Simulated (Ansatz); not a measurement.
Input file:

```
crystal:
  periodic: [false, false, false]
  atoms:
    - {symbol: O, position_ang: [-2.091334, -0.910061, -0.081470]}
    - {symbol: Al, position_ang: [-0.710227, 0.050096, 0.122450]}
    - {symbol: S, position_ang: [-0.932894, 2.045876, 1.000931]}
    - {symbol: Al, position_ang: [1.586497, -0.854694, -0.599198]}
    - {symbol: F, position_ang: [2.820804, 0.212885, -0.302949]}
    - {symbol: H, position_ang: [-2.983431, -0.661611, 0.156070]}
    - {symbol: H, position_ang: [0.387043, 2.287789, 0.913623]}
    - {symbol: H, position_ang: [2.015742, -2.227280, -1.265256]}
basis:
  gaussian: {orbitals: def2-TZVPP}
hamiltonian: {xc: pbe0, dispersion: d4}
output: {orbitals: {seedname: orbitals}}
```

Command:

```sh
ansatz run in.yaml --threads 2 --pin off --events-out ev --progress --plain --max-ram 4352MiB
```

Geometry: PBE0-D4/def2-TZVP.

Method: RKS PBE0-D4/def2-TZVPP (Ansatz 0.2.0).

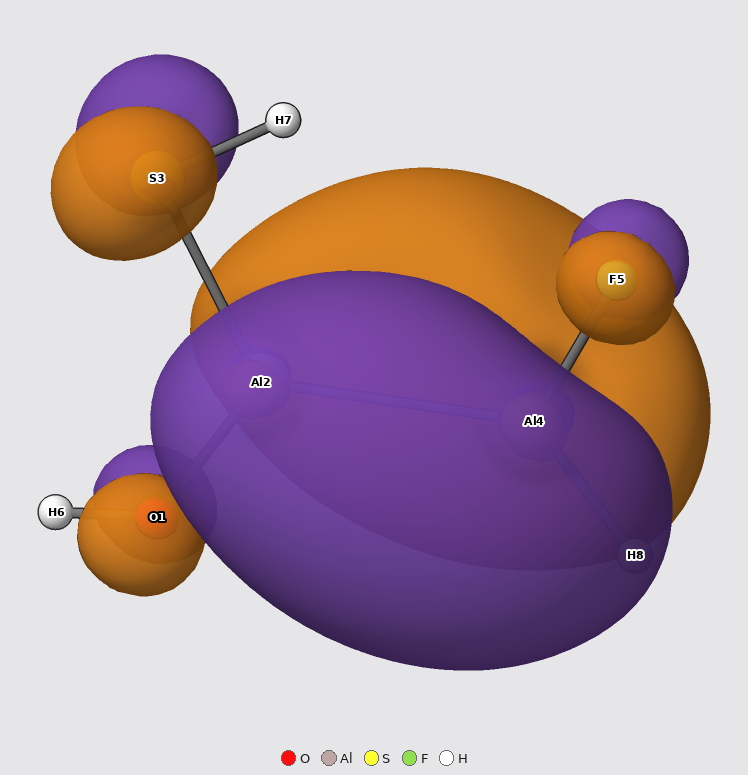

Al2FH3OS (SMILES [OH][Al]([SH])[AlH][F]). The LUMO at ±0.06 Å⁻³ᐟ² (orange and purple are the two phases), seen at a tilt.

**Where does this orbital lie, and at what energy?**

By Hirshfeld shares it lies mainly on Al4 (about 55 %) and Al2 (about 35 %); it changes sign across the molecular plane (π type); π-bonding across Al2–Al4. Its energy is −2.39 eV.
